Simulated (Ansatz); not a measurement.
## Amorphous In₉Ga₉Zn₉O₃₇K₂

It comes from a melt-quench run on a machine-learned potential (CHGNet), relaxed afterwards by DFT. O atoms were pushed apart under 1.9 Å during the dynamics, to hinder bonds among them. The hot cell started wider than the set density and was brought back towards it in steps. It is the lowest in DFT energy of 2 quenches. It is a model cell: composition and starting density were chosen by hand, and all elements were melted together. No dispersion term was used.

Methods: PBE, scalar-relativistic without spin-orbit coupling (Ansatz, a quantum-chemistry and plane-wave program); r2SCAN, scalar-relativistic without spin-orbit coupling (Ansatz); HSE06, scalar-relativistic without spin-orbit coupling (Ansatz). Geometry, pressure, stress and energy are those of the PBE run. Its sampling: a 2×2×2 Γ-centred mesh; Fermi-Dirac width 0.02 eV; no spin polarisation. Other functionals are single points at the zone centre (r2SCAN at 500 eV; exact exchange cut at the cell's faces), free to take moments where seeds were set. At PBE the levels at the filled edge of the gap are localised (band-tail or defect states).

The number of atoms in the cell is 66. The density (held, not predicted) is 5.63 g/cm³ and the volume per atom is 13.04 Å³. The pressure on a 2×2×2 Γ-centred mesh is 0.74 GPa, the largest force and stress component on that mesh (the relaxation ran on the zone centre alone) comes out as 0.07 eV/Å and 0.8 GPa and the level gap on a 2×2×2 Γ-centred mesh (PBE) is 0.91 eV. The level gap at the zone centre (PBE) is 0.96 eV and the level gap at the zone centre (r2SCAN) is 1.41 eV. The level gap at the zone centre (HSE06) is 2.51 eV.

Bonds are counted up to In-In 3.12 Å, In-Ga 2.90 Å, In-Zn 2.90 Å, In-O 2.62 Å, In-K 3.79 Å, Ga-Ga 2.68 Å, Ga-Zn 2.68 Å, Ga-O 2.52 Å, Ga-K 3.58 Å, Zn-Zn 2.68 Å, Zn-O 2.48 Å, Zn-K 3.58 Å, O-O 1.58 Å, O-K 3.23 Å, K-K 4.47 Å. Two cations that share two anions don't count as bonded, nor two that share one unless they lie closer than In-In 3.04 Å, In-Ga 2.82 Å, In-Zn 2.82 Å, In-K 3.69 Å, Ga-Ga 2.61 Å, Ga-Zn 2.61 Å, Ga-K 3.48 Å, Zn-Zn 2.61 Å, Zn-K 3.48 Å, K-K 4.34 Å.

Mean coordination of In by anions: 5.56 (4 with 5, 5 with 6)
Mean coordination of Ga by anions: 4.56 (4 with 4, 5 with 5)
Mean coordination of Zn by anions: 4.33 (6 with 4, 3 with 5); 1 close contacts or bonds to cations besides
Mean coordination of O: 3.78 (11 with 3, 23 with 4, 3 with 5)
Mean coordination of K by anions: 5.00 (2 with 5); 3 close contacts or bonds to cations besides
Mean In-O bond: 2.207 Å (spread 0.086 Å, 50 counted)
Mean Ga-O bond: 1.948 Å (spread 0.124 Å, 41 counted)

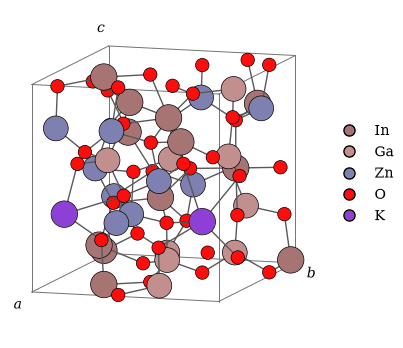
The relaxed cell

Its density started from a set value of 5.63 g/cm³. The simulated quench (nominally 210 K/ps over its main leg) is rapid and tends to freeze in more defects than a deposited or slowly cooled glass has. One small periodic cell is one sample of the glass; other quenches scatter about these values. The volume was held where the preparation left it and the shape relaxed, at a PBE pressure of 0.7 GPa. Stress components on the final sampling reach 0.8 GPa.
